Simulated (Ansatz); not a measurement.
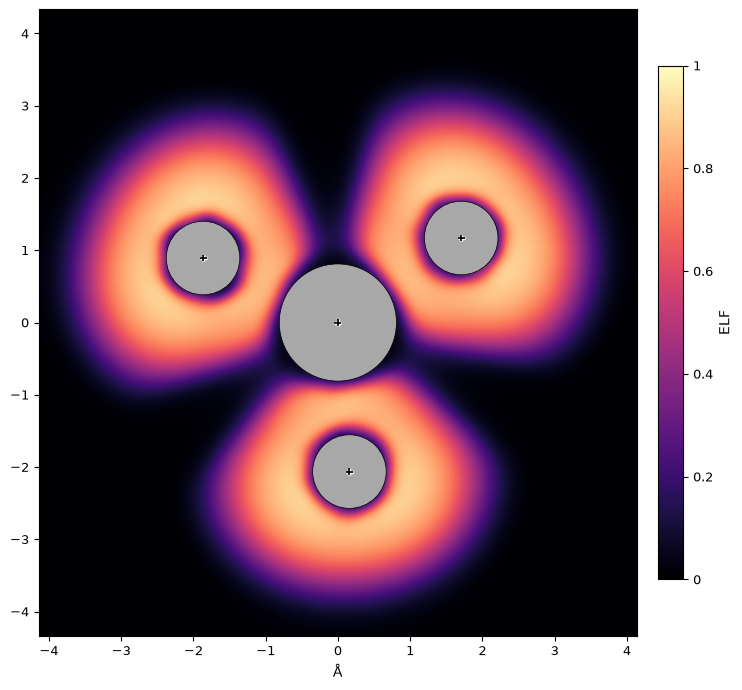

The electron localisation function on a plane through atoms (crosses mark nuclei in the plane; grey discs cover the cores).

Level of theory: Ansatz 0.2.0, RKS PBE0-D4/def2-TZVPP.

Candidates:
A. AlCl3 (SMILES [Cl][Al]([Cl])[Cl])
B. CH4FNOSi (SMILES N=C(F)O[SiH3])
C. B2H4S2 (SMILES BSBS)

Q: Which system is this?

A: Candidate A: AlCl3 on the molecular plane, which holds Cl and Al. Al–Cl (2.07 Å): the ELF peaks at about 0.85 in the valence shell of Cl, 0.9 Å from its nucleus, and is about 0.80 at the midpoint.
